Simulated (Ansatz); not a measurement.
**Fields on a plane of AlCo (CsCl type)**

```yaml
crystal:
  lattice:
    - [2.82274, 0.00000, 0.00000]
    - [0.00000, 2.82274, 0.00000]
    - [0.00000, 0.00000, 2.82274]
  atoms:
    - { symbol: Al, position: [0.00000, 0.00000, 0.00000] }
    - { symbol: Co, position: [0.50000, 0.50000, 0.50000] }
```

The slice is a {110} plane (indices of the conventional cell) through the point (0.500, 0.500, 0.500) (fractional), spanned by u = [100] and v = [011] in vectors of this cell: u (2.82 Å) and v (3.99 Å, at 90° to u). It covers one period; positions are fractions (u, v).

Atoms on it: Al at (0.50, 0.50); Co at (0.00, 0.00).

These are PBEsol (plane waves to 420 eV, PAW, scalar-relativistic; Ansatz, a program for electronic structure) values and carry that method's errors. k mesh 16×16×16. Near the nuclei the fields are pseudised (PAW); where an atom keeps semicore shells as valence, they peak there. AlCo is run without spin polarisation. AlCo was relaxed with its symmetry unable to fall.

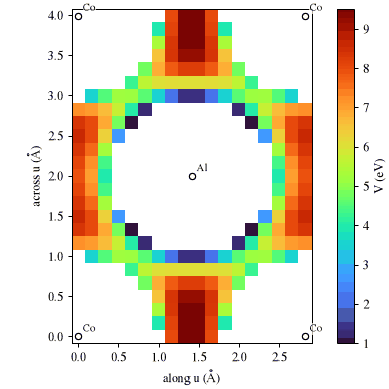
Figure: Electrostatic potential energy of an electron, from the cell's mean, in eV, one period of the plane, atoms marked. Points within 1 Å of a nucleus are left white, as the pseudised field means little there. Values under 1 eV are set to 1. The zero, the cell's mean, hangs on the PAW cores.

| v \ u | 0.00 | 0.12 | 0.24 | 0.35 | 0.47 | 0.59 | 0.71 | 0.82 | 0.94 |
|---|---|---|---|---|---|---|---|---|---|
| 0.88 | x | 0.44 | 0.21 | 0.24 | 0.44 | 0.36 | 0.18 | 0.30 | 0.56 |
| 0.75 | 0.19 | 0.23 | 0.36 | 0.48 | 0.51 | 0.50 | 0.44 | 0.28 | 0.20 |
| 0.62 | 0.45 | 0.48 | 0.44 | 0.14 | 0.02 | 0.05 | 0.31 | 0.49 | 0.46 |
| 0.50 | 0.50 | 0.49 | 0.23 | x | x | x | 0.05 | 0.42 | 0.50 |
| 0.38 | 0.45 | 0.48 | 0.44 | 0.14 | 0.02 | 0.05 | 0.31 | 0.49 | 0.46 |
| 0.25 | 0.19 | 0.23 | 0.36 | 0.48 | 0.51 | 0.50 | 0.44 | 0.28 | 0.20 |
| 0.12 | x | 0.44 | 0.21 | 0.24 | 0.44 | 0.36 | 0.18 | 0.30 | 0.56 |
| 0.00 | x | x | 0.26 | 0.14 | 0.40 | 0.26 | 0.14 | x | x |

Values: electron localisation function (ELF). Points within 0.5 Å of a nucleus are blanked (x), as the pseudised field means little there.

| Item | Result |
|---|---|
| Density on the Al–Co line (2.44 Å) at its midpoint | 0.33 e/Å³ |
| ELF at that point | 0.4 |
